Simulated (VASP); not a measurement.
Band structure of CdGa2Te4 (space group I-4). Computed with LDA (Ceperley-Alder, Perdew-Zunger), VASP's LDA PAW potentials (set 64) (plane waves; VASP).

Unless said otherwise, spin-orbit coupling is left out, though it shifts the bands of the heavy elements here.

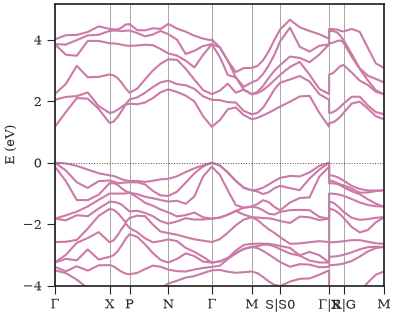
*Bands along high-symmetry lines, zero at the valence-band maximum or, without a gap, the Fermi level*

Question: Read the plot: is there a gap, and where are the band edges?

Answer: The gap is direct, 1.17 eV, from the valence maximum at Γ to the conduction minimum at Γ.

The structure comes from a measured CdGa2Te4 entry of the Crystallography Open Database, whose conditions weren't checked. The cell was not relaxed at this level. The k-mesh is coarse (spacing up to 0.49 per Å, 2π included), so the numbers may not be converged in it.
